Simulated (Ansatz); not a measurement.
C2H4BBrO: several calculations on one system

Part 1: Relaxation

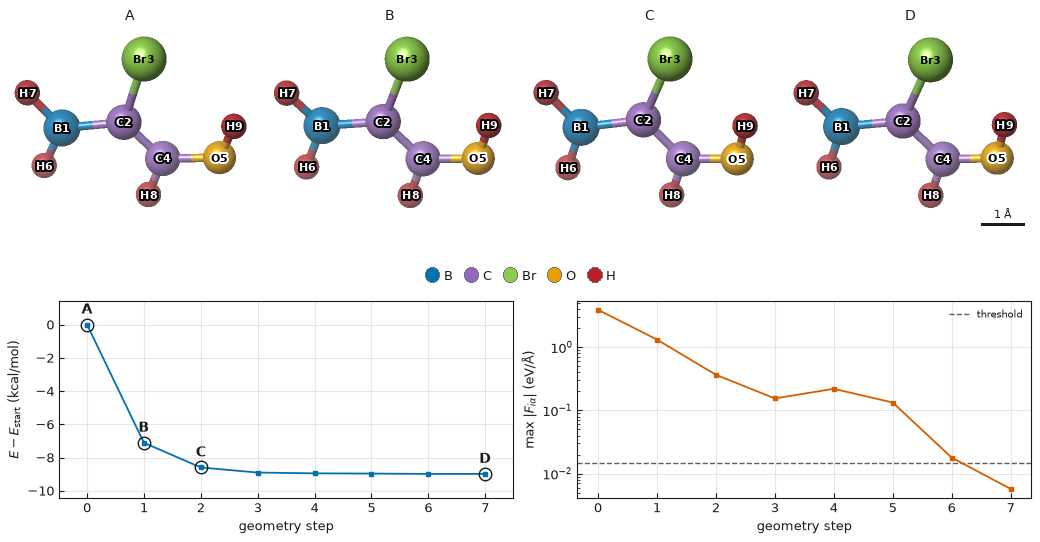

Frames of a relaxation of C$_{2}$H$_{4}$BBrO, marked on the history of the run. A ball-and-stick model, seen at a tilt.

The run prepares an end point of a later path (torsion) calculation, from a guessed geometry.

These are results of RKS PBE0-D4/def2-SVP (Ansatz), not measurements.

The input:
```yaml
crystal:
  periodic: [false, false, false]
  atoms:
    - { symbol: B, position_ang: [-0.7155, 1.1895, 0.8142] }
    - { symbol: C, position_ang: [0.2187, 0.2414, 0.0951] }
    - { symbol: Br, position_ang: [2.0423, 0.7332, 0.0433] }
    - { symbol: C, position_ang: [-0.1604, -0.8793, -0.4546] }
    - { symbol: O, position_ang: [0.6027, -1.8133, -1.1095] }
    - { symbol: H, position_ang: [-1.9202, 1.0109, 0.8609] }
    - { symbol: H, position_ang: [-0.3298, 2.2358, 1.2874] }
    - { symbol: H, position_ang: [-1.2531, -1.1077, -0.4117] }
    - { symbol: H, position_ang: [1.6037, -1.6569, -1.1422] }
basis:
  gaussian: { orbitals: def2-SVP }
hamiltonian:
  xc: pbe0
  dispersion: d4
relax:
  f_tol: 0.015
  max_steps: 40
```

Command:
```bash
ansatz run input.yaml --threads 2 --pin off --max-ram 3072MiB --backend cpu --events-out ev --progress --plain --runs-dir out
```

**What happens along the run?**

Over 7 geometry steps the energy falls by 8.99 kcal/mol. The largest force component goes from 3.9 to 0.0057 eV/Å. The atom that moves furthest after the best rigid fit is H9 (0.23 Å). Largest moves by element: H 0.23 Å, Br 0.16 Å, O 0.06 Å, C 0.04 Å, B 0.04 Å. Near-neighbour distances that change, for instance: C4–O5 1.372 → 1.311 Å, C2–C4 1.305 → 1.364 Å, O5–H9 1.014 → 0.978 Å, C2–Br3 1.889 → 1.915 Å. Bond angles that change, for instance: C4–O5–H9 117.4° → 108.0°, B1–C2–Br3 116.5° → 122.7°, C2–B1–H6 122.5° → 117.1°. Cost: 52 s on 2 threads of AMD EPYC 7R43 64-Core Processor (Zen 3), with other jobs on the host, peak memory 0.28 GiB. From step 0 to 1: H9 moves most (0.14 Å), energy −7.11 kcal/mol. From step 1 to 2: H9 moves most (0.09 Å), energy −1.49 kcal/mol. From step 2 to 7: C2 moves most (0.04 Å), energy −0.39 kcal/mol.

```json
{"step": "0", "E − E(0), kcal/mol": "0.00", "largest force component, eV/Å": "3.9254"}
{"step": "1", "E − E(0), kcal/mol": "-7.11", "largest force component, eV/Å": "1.3242"}
{"step": "2", "E − E(0), kcal/mol": "-8.60", "largest force component, eV/Å": "0.3671"}
{"step": "3", "E − E(0), kcal/mol": "-8.90", "largest force component, eV/Å": "0.1550"}
{"step": "4", "E − E(0), kcal/mol": "-8.95", "largest force component, eV/Å": "0.2199"}
{"step": "5", "E − E(0), kcal/mol": "-8.96", "largest force component, eV/Å": "0.1335"}
{"step": "6", "E − E(0), kcal/mol": "-8.99", "largest force component, eV/Å": "0.0179"}
{"step": "7", "E − E(0), kcal/mol": "-8.99", "largest force component, eV/Å": "0.0057"}
```

Part 2: Relaxation

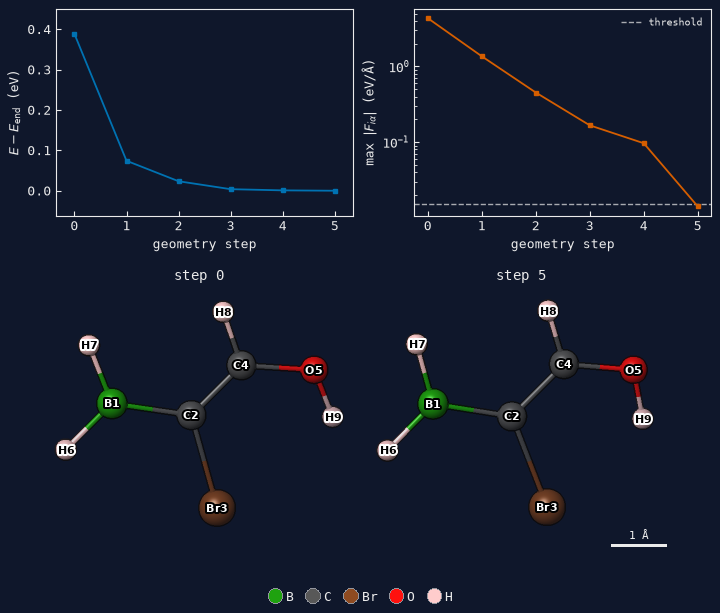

First and last geometry of a relaxation of C₂H₄BBrO, with the history of the run. The picture is a ball-and-stick view, seen at a tilt.

The run prepares an end point of a later path (torsion) calculation, from a guessed geometry.

Method: RKS PBE0-D4/def2-SVP (Ansatz 0.2.0).

The input:
```yaml
crystal:
  periodic: [false, false, false]
  atoms:
    - { symbol: B, position_ang: [-0.7155, 1.1895, 0.8142] }
    - { symbol: C, position_ang: [0.2187, 0.2414, 0.0951] }
    - { symbol: Br, position_ang: [-0.5644, -1.30638, -0.65403] }
    - { symbol: C, position_ang: [1.49878, 0.44772, -0.04873] }
    - { symbol: O, position_ang: [2.42499, -0.33273, -0.69418] }
    - { symbol: H, position_ang: [-1.9202, 1.0109, 0.8609] }
    - { symbol: H, position_ang: [-0.3298, 2.2358, 1.2874] }
    - { symbol: H, position_ang: [1.90974, 1.36799, 0.43314] }
    - { symbol: H, position_ang: [2.08553, -1.16052, -1.1707] }
basis:
  gaussian: { orbitals: def2-SVP }
hamiltonian:
  xc: pbe0
  dispersion: d4
relax:
  f_tol: 0.015
  max_steps: 40
```

Run as
```bash
ansatz run input.yaml --threads 2 --pin off --max-ram 3072MiB --backend cpu --events-out ev --progress --plain --runs-dir out
```

Question: Did the run converge, and what did it change?

Answer: It converged. The largest move after the best rigid fit is that of H9, 0.24 Å. Largest moves by element: H 0.24 Å, Br 0.16 Å, O 0.05 Å, C 0.05 Å, B 0.03 Å. Near-neighbour distances that change, for instance: C4–O5 1.372 → 1.311 Å, C2–C4 1.305 → 1.365 Å, O5–H9 1.014 → 0.978 Å, C2–Br3 1.889 → 1.915 Å. Bond angles that change, for instance: C4–O5–H9 117.4° → 107.9°, B1–C2–Br3 116.5° → 122.6°, H6–B1–H7 115.2° → 120.6°. Over 5 geometry steps the energy falls by 0.389 eV. Largest force component: 4.4 eV/Å at the start, 0.014 eV/Å at the end. The run took 37 s on 2 threads of AMD EPYC 7R43 64-Core Processor (Zen 3), with other jobs on the host, peak memory 0.27 GiB.

Part 3: Path

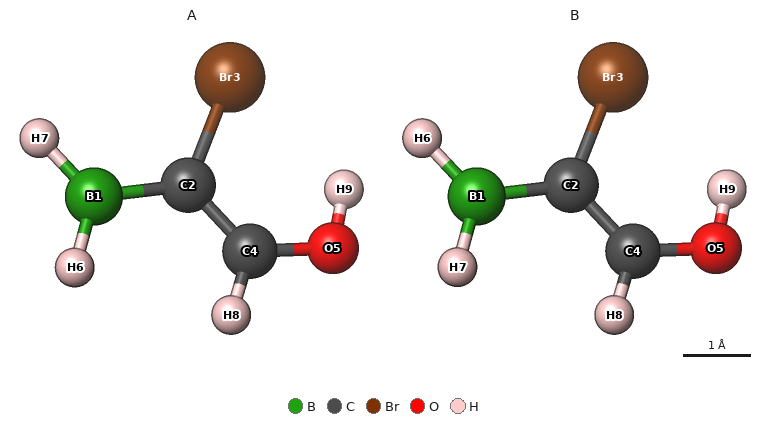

The two relaxed end points of a path for C$_{2}$H$_{4}$BBrO. The picture is a ball-and-stick view, seen from a free direction.

Computed with RKS PBE0-D4/def2-SVP in Ansatz 0.2.0.

Set-up: 9 movable images; climbing image; force threshold 0.05 eV/Å; iteration limit 24.

Start:
```xyz
9

B    -0.7125    1.2223    0.7932
C     0.2432    0.2709    0.1116
Br    2.1242    0.6078   -0.0130
C    -0.1723   -0.8953   -0.4622
O     0.5714   -1.7846   -1.0745
H    -1.8820    0.9089    0.8133
H    -0.3458    2.2527    1.3004
H    -1.2347   -1.1595   -0.4325
H     1.4970   -1.4696   -1.0535
```

End:
```xyz
9

B    -0.7128    1.2240    0.7919
C     0.2415    0.2696    0.1121
Br    2.1218    0.6100   -0.0182
C    -0.1726   -0.8986   -0.4592
O     0.5718   -1.7847   -1.0755
H    -0.3435    2.2614    1.2827
H    -1.8805    0.9054    0.8285
H    -1.2341   -1.1669   -0.4238
H     1.4968   -1.4667   -1.0557
```

What barrier does the band find between them, and by what path?

Answer. The barrier is about 0.64 eV in both directions, with image 5 at the top; the ends have the same energy. The motion is a rotation about the B1–C2 bond by about 180°. No bond forms or breaks between the ends. Bond angles that change up to the highest image, for instance: B1–C2–Br3 122.7° → 95.4°, B1–C2–C4 122.4° → 145.1°. The band converged in 8 iterations. The largest component of the band force went from 15 to 0.037 eV/Å. The climbing image converged on the top of the path. Its vibrational analysis gives one imaginary mode (93i cm⁻¹), as a transition state must have.

Energies of the converged images:

```csv
image,path (Å),E (eV)
0,0.00,0.000
1,0.46,0.065
2,0.91,0.248
3,1.37,0.471
4,1.83,0.617
5,2.28,0.642
6,2.74,0.615
7,3.20,0.464
8,3.65,0.241
9,4.11,0.061
10,4.56,0.000
```

The geometry at the top of the path:

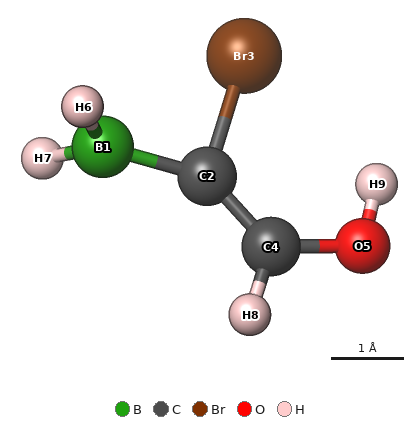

Cost: 5.8 min on 2 threads of AMD EPYC 7R43 64-Core Processor (Zen 3), with other jobs on the host, peak memory 0.29 GiB.
